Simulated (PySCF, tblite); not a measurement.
# CH₄NOSi₂−: excited states, first hyperpolarisability

Wanted: excited states, first hyperpolarisability for CH₄NOSi₂− (`[C-]#[N+][SiH2][SiH2][O-]`).

Computed with tblite 0.8.0 and PySCF 2.14.0 and routines of our own; the level stands in each step. Atoms count from 0.

## (1) The system as given

9 atoms, charge -1, multiplicity 1; geometry from: force field or distance geometry start.

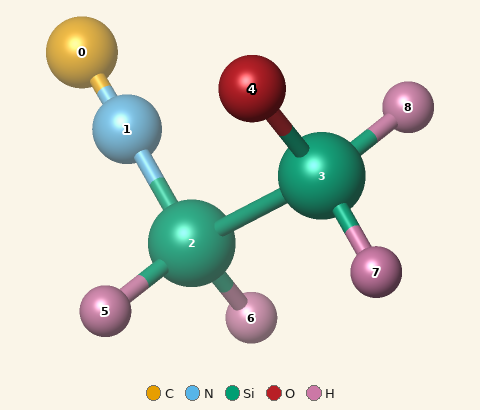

The starting geometry (carbon amber, nitrogen blue, silicon teal, oxygen red, hydrogen pink).

## (2) Geometry optimisation with GFN2-xTB

What the job is given:

```
{"job": {"kind": "relax", "xc": "GFN2-xTB", "basis": "xTB"}, "charge": -1, "multiplicity": 1}
C      2.709200    -1.355800     0.022000
N      1.876400    -0.531700     0.028900
Si     0.653600     0.691300     0.065700
Si    -1.362500    -0.261200    -0.126700
O     -1.597300    -1.350100     1.201900
H      0.712700     1.438500     1.325700
H      0.849000     1.620000    -1.068400
H     -2.399500     0.771200    -0.091100
H     -1.428100    -1.016100    -1.383200
```

On the command line:

```
$ OMP_NUM_THREADS=1 python excited_run.py task.json out
```

The driver reads the jobs from task.json and runs them one after another.

Log:

```text
step      E/eV     max force
  0    -402.73122    7.369
  1    -403.60967    1.464
  2    -403.63865    1.986
  3    -403.69032    1.205
  4    -403.76231    1.686
  5    -403.80385    1.385
  6    -403.83445    0.841
  7    -403.85461    0.394
  8    -403.86073    0.337
  9    -403.87079    0.309
 10    -403.87701    0.239
 11    -403.88223    0.277
 12    -403.88572    0.258
 13    -403.88851    0.162
 14    -403.89031    0.116
 15    -403.89157    0.092
 16    -403.89247    0.086
 17    -403.89331    0.093
 18    -403.89417    0.092
 19    -403.89498    0.110
 20    -403.89579    0.104
 21    -403.89664    0.087
 22    -403.89738    0.069
 23    -403.89791    0.066
 24    -403.89845    0.087
 25    -403.89922    0.130
 26    -403.90021    0.146
 27    -403.90112    0.109
 28    -403.90162    0.050
 29    -403.90184    0.038
 30    -403.90200    0.044
 31    -403.90223    0.063
 32    -403.90254    0.079
 33    -403.90291    0.075
 34    -403.90322    0.051
 35    -403.90339    0.033
 36    -403.90348    0.032
 37    -403.90359    0.047
 38    -403.90375    0.057
 39    -403.90397    0.054
 40    -403.90416    0.034
 41    -403.90424    0.019
 42    -403.90427    0.016
 43    -403.90430    0.019
 44    -403.90437    0.034
 45    -403.90449    0.049
 46    -403.90464    0.048
 47    -403.90475    0.027
 48    -403.90481    0.022
 49    -403.90484    0.020
 50    -403.90490    0.033
 51    -403.90500    0.042
 52    -403.90510    0.034
 53    -403.90515    0.014
 54    -403.90516    0.011
 55    -403.90517    0.011
 56    -403.90519    0.015
 57    -403.90522    0.025
 58    -403.90526    0.035
 59    -403.90530    0.032
 60    -403.90533    0.018
 61    -403.90537    0.026
 62    -403.90543    0.039
 63    -403.90556    0.069
 64    -403.90586    0.111
 65    -403.90643    0.157
 66    -403.90719    0.221
 67    -403.90855    0.203
 68    -403.90811    0.391
 69    -403.90890    0.231
 70    -403.90990    0.093
 71    -403.91031    0.060
 72    -403.91059    0.131
 73    -403.91098    0.163
 74    -403.91230    0.185
 75    -403.91334    0.117
 76    -403.90722    0.686
 77    -403.91391    0.044
 78    -403.91425    0.031
 79    -403.90640    0.766
 80    -403.91458    0.028
 81    -403.91483    0.026
 82    -403.90710    0.788
 83    -403.91511    0.026
 84    -403.91535    0.027
 85    -403.90756    0.790
 86    -403.91566    0.028
 87    -403.91592    0.031
 88    -403.90686    0.934
 89    -403.91625    0.029
 90    -403.91652    0.043
 91    -403.90762    0.840
 92    -403.91687    0.052
 93    -403.91715    0.062
 94    -403.90815    0.910
 95    -403.91751    0.056
 96    -403.91779    0.067
 97    -403.91260    0.721
 98    -403.91820    0.068
 99    -403.91849    0.079
100    -403.91553    0.614
101    -403.91892    0.081
102    -403.91920    0.096
103    -403.91769    0.503
104    -403.91968    0.105
105    -403.91997    0.118
106    -403.91907    0.485
107    -403.92063    0.112
108    -403.92098    0.125
109    -403.91814    0.619
110    -403.92190    0.098
111    -403.92245    0.086
112    -403.91592    0.871
113    -403.92333    0.037
114    -403.92395    0.037
115    -403.91851    0.836
116    -403.92485    0.018
117    -403.92554    0.035
118    -403.91763    0.884
119    -403.92632    0.038
120    -403.92692    0.053
121    -403.91801    0.987
122    -403.92766    0.042
123    -403.92822    0.067
124    -403.91901    0.935
125    -403.92894    0.070
126    -403.92945    0.082
127    -403.92240    0.892
128    -403.93019    0.073
129    -403.93067    0.091
130    -403.92792    0.644
131    -403.93148    0.096
132    -403.93192    0.116
133    -403.93138    0.437
134    -403.93279    0.133
135    -403.93315    0.130
136    -403.93341    0.381
137    -403.93451    0.081
138    -403.93500    0.062
139    -403.93593    0.236
140    -403.93676    0.074
141    -403.93738    0.050
142    -403.93279    0.629
143    -403.93795    0.075
144    -403.93830    0.039
145    -403.92953    0.819
146    -403.93879    0.049
147    -403.93913    0.038
148    -403.93783    0.391
149    -403.93984    0.038
150    -403.94011    0.043
151    -403.94035    0.095
152    -403.94046    0.057
153    -403.94062    0.051
154    -403.94075    0.048
155    -403.94087    0.049
156    -403.94101    0.049
157    -403.94114    0.045
158    -403.94126    0.057
159    -403.94135    0.070
160    -403.94148    0.072
161    -403.94167    0.062
162    -403.94183    0.051
163    -403.94196    0.041
164    -403.94205    0.023
165    -403.94213    0.017
166    -403.94223    0.023
167    -403.94233    0.020
168    -403.94237    0.061
169    -403.94242    0.027
170    -403.94246    0.012
171    -403.94248    0.007
```

Run time: 0.95 s. Hardware: 1 thread of Arm Neoverse V1, shared host.

Relaxation path: (not every step is listed)

```csv
step,energy from step 0 (eV),largest force (eV/Å)
0,0.0000,7.3686
1,-0.8784,1.4635
2,-0.9074,1.9856
3,-0.9591,1.2053
4,-1.0311,1.6859
5,-1.0726,1.3847
6,-1.1032,0.8409
7,-1.1234,0.3945
8,-1.1295,0.3371
23,-1.1667,0.0657
38,-1.1725,0.0570
53,-1.1739,0.0143
68,-1.1769,0.3911
83,-1.1839,0.0264
98,-1.1870,0.0685
113,-1.1921,0.0365
128,-1.1990,0.0731
143,-1.2067,0.0754
158,-1.2100,0.0565
166,-1.2110,0.0231
167,-1.2111,0.0204
168,-1.2111,0.0609
169,-1.2112,0.0269
170,-1.2112,0.0121
171,-1.2113,0.0066
```

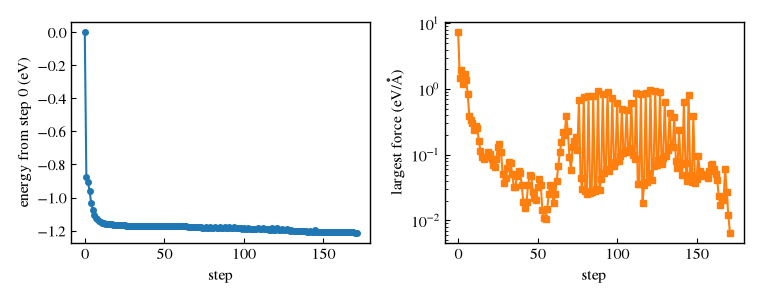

Energy and largest force along the relaxation.

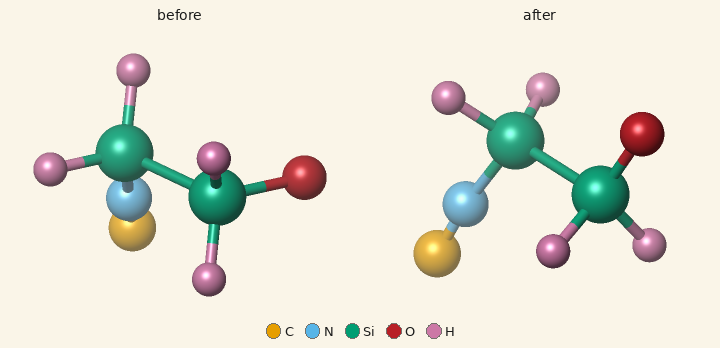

Before and after, at one scale.

Close pairs (by a distance rule), those that changed most:

```csv
bond,before (Å),after (Å),change (Å)
Si3–O4,1.734,1.533,-0.201
Si2–Si3,2.238,2.313,+0.075
Si3–H7,1.464,1.506,+0.043
Si3–H8,1.467,1.506,+0.039
N1–Si2,1.730,1.752,+0.022
Si2–H5,1.466,1.483,+0.017
Si2–H6,1.479,1.483,+0.004
C0–N1,1.172,1.172,+0.001
```

The final coordinates are the input of the step that follows.

## (3) Infrared spectrum with GFN2-xTB

What the job is given:

```
{"job": {"kind": "ir", "xc": "GFN2-xTB", "basis": "xTB"}, "charge": -1, "multiplicity": 1}
C      2.665559    -0.562129    -1.268260
N      1.891110    -0.064882    -0.541918
Si     0.560236     0.529760     0.430203
Si    -1.518152    -0.376043    -0.029489
O     -2.606163     0.191917     0.889358
H      1.196282     0.317435     1.752771
H      0.811629     1.975352     0.214373
H     -1.695224    -0.141843    -1.506842
H     -1.291715    -1.863573     0.034625
```

Log:

```text
mode    cm-1     km/mol
  1      29.2      5.41
  2      81.8     10.33
  3     204.7     15.03
  4     205.2      0.46
  5     256.5      2.01
  6     294.2     40.24
  7     439.6     27.09
  8     509.7     62.68
  9     661.1     19.35
 10     668.7     61.68
 11     685.9     51.01
 12     729.6    573.31
 13     805.1    309.88
 14     862.5    344.07
 15     893.5     75.41
 16    1264.2    287.70
 17    1784.9    804.54
 18    1855.1    397.41
 19    2040.7    765.85
 20    2089.0    289.65
 21    2130.2     15.19
```

It took 0.22 s on 1 thread of Arm Neoverse V1, shared host.

The strongest bands and the atoms that carry them (share of the mass-weighted mode):

```csv
cm⁻¹,km/mol,atoms
730,573.3,"H6 34 %, H5 34 %, Si2 15 %"
805,309.9,"H7 37 %, H8 37 %"
862,344.1,"H6 42 %, H5 42 %"
1264,287.7,"O4 63 %, Si3 37 %"
1785,804.5,"H7 49 %, H8 47 %"
1855,397.4,"H8 50 %, H7 48 %"
2041,765.9,"H6 50 %, H5 46 %"
2089,289.6,"H5 50 %, H6 46 %"
```

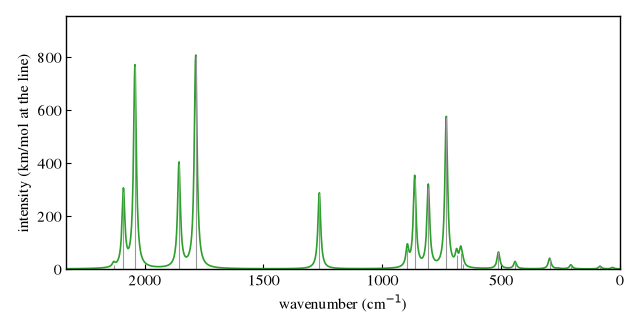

The infrared spectrum from these modes, unscaled. Lines are broadened to a width of 14 cm⁻¹ (Lorentzian).

## (4) Optimising the geometry at PBE0-D3(BJ)/def2-SVP

Settings changed since step 3:

```diff
@@ -1,2 +1,2 @@
-{"job": {"kind": "ir", "xc": "GFN2-xTB", "basis": "xTB"}, "charge": -1, "multiplicity": 1}
+{"job": {"xc": "PBE0", "basis": "def2-SVP", "d3": "d3bj", "grid": 1, "kind": "geom"}, "charge": -1, "multiplicity": 1}
 C      2.665559    -0.562129    -1.268260
```

Log:

```text
step   0  E = -748.76514570  max force = 0.026990
step   1  E = -748.77265949  max force = 0.007598
step   2  E = -748.77307924  max force = 0.002457
step   3  E = -748.77311733  max force = 0.000861
step   4  E = -748.77313151  max force = 0.000427
optimisation converged
```

Wall time 13 s (1 thread of Arm Neoverse V1, shared host); peak memory 0.48 GiB.

Along the way:

```csv
step,energy from step 0 (eV),largest force component (eV/Å)
0,0.0000,1.3879
1,-0.2045,0.3907
2,-0.2159,0.1263
3,-0.2169,0.0443
4,-0.2173,0.0220
```

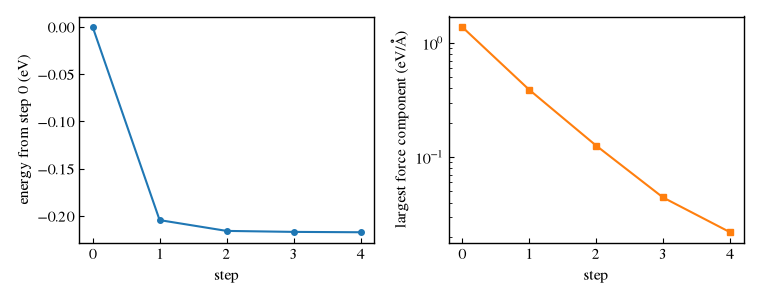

Energy and largest force along the relaxation.

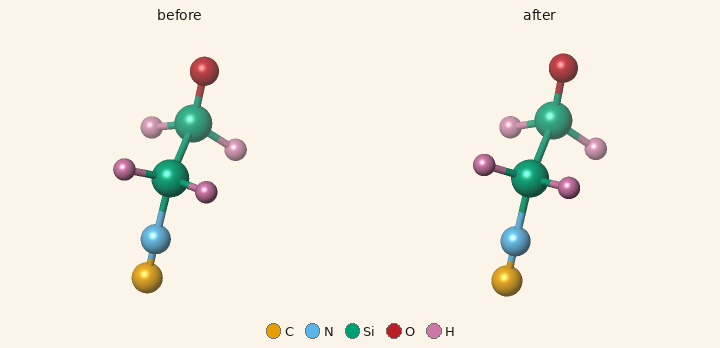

Before and after, at one scale.

Distances of close pairs at the start and the end, largest changes first:

```csv
bond,before (Å),after (Å),change (Å)
Si2–Si3,2.313,2.398,+0.085
N1–Si2,1.752,1.805,+0.053
Si3–O4,1.533,1.570,+0.036
Si3–H7,1.506,1.529,+0.022
Si3–H8,1.506,1.528,+0.022
Si2–H6,1.483,1.505,+0.022
Si2–H5,1.483,1.505,+0.022
C0–N1,1.172,1.176,+0.004
```

The final coordinates are the input of the step that follows.

```csv
at the end point,value
point group (found at 0.08 Å tolerance),Cs
"rotational constants (GHz, main isotopes)","9.921, 1.364, 1.232"
```

[end of part 1 of 2]
